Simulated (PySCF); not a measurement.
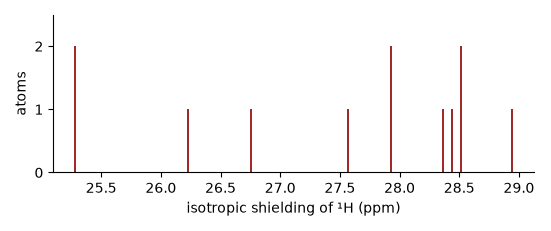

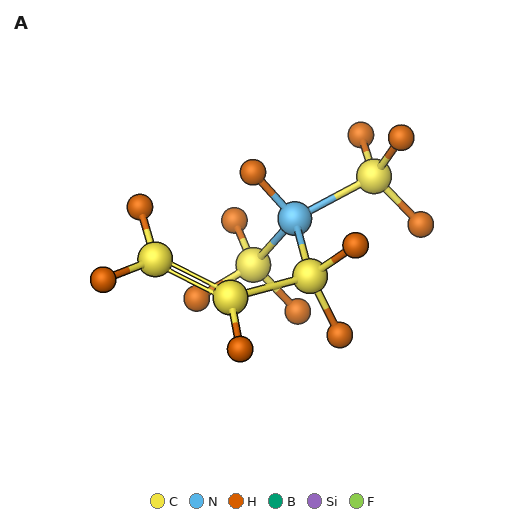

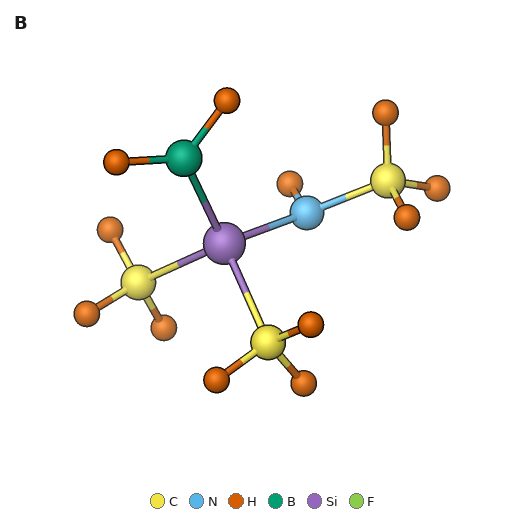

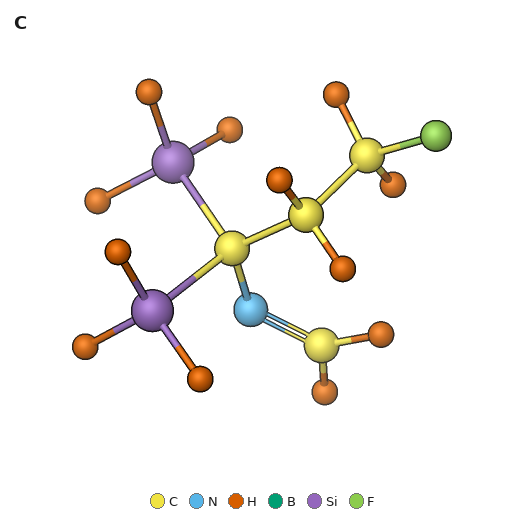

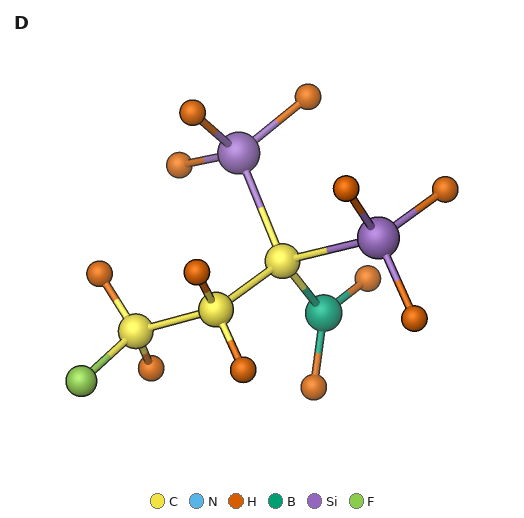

The sticks are computed shieldings of one of the molecules, for one fixed geometry (GFN2-xTB) without averaging over rotations. Low shielding means a high chemical shift. Method: GIAO PBE0/pcSseg-1 NMR shielding, non-relativistic, gas phase (PySCF 2.14.0).

Which molecule gives this pattern?

A, `C=CC[NH+](C)C`. Its 12 H atoms give lines at 25.28 (2 atoms), 26.23, 26.76, 27.57, 27.92 (2 atoms), 28.36, 28.44, 28.51 (2 atoms), 28.94 ppm.

The geometry is semi-empirical. Around B, Si such bond lengths and angles can be off by a tenth of an ångström or more and by several degrees, and values that hang on the shape move with them.
